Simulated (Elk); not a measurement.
Band structure of Al2Pd (Fm-3m, 3 atoms in the cell).

```
Al2Pd
1.0
    0.00000     2.94954     2.94954
    2.94954     0.00000     2.94954
    2.94954     2.94954     0.00000
Al Pd
2 1
Cartesian
  1.47477   1.47477   1.47477
  4.42430   4.42430   4.42430
  0.00000   0.00000   0.00000
```

Method of the run: PBEsol, all-electron FP-LAPW, Elk's shipped species files, default APW+lo basis (Elk 10.2.4).

Settings: xctype = 22; rgkmax = 7; stype = 0; swidth = 0.00499791 Ha; ngridk = 7 7 7; rmtscf = 0.94.

The starting cell comes from a database of computed structures (which also holds hypothetical and non-ambient phases and stackings), without a prior relaxation at this level. Spin polarisation is off. Values depend on the basis (sphere radii, cutoffs, local orbitals), which need not be converged.

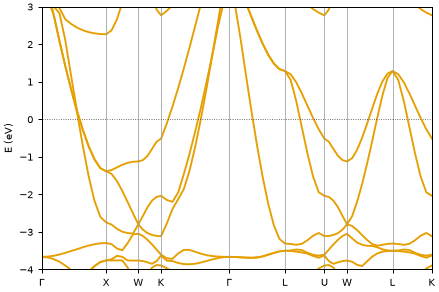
Figure: Bands along the path, energies from the Fermi level.

Levels in eV from the Fermi level, bands 15 to 22:
```csv
point,15,16,17,18,19,20,21,22
Γ,-3.66,-3.66,3.28,4.12,4.12,4.12,4.62,4.62
X,-3.76,-3.30,-2.75,-1.38,-1.38,2.26,3.20,8.79
W,-3.76,-3.05,-2.80,-2.80,-1.12,4.94,4.94,6.16
K,-3.63,-3.61,-3.11,-2.04,-0.51,2.77,5.51,6.87
L,-3.50,-3.50,-3.31,1.28,1.28,3.98,4.48,4.48
U,-3.63,-3.61,-3.11,-2.04,-0.51,2.77,5.51,6.87
```

Bands cross the Fermi level along this path, so the cell is metallic at this level.
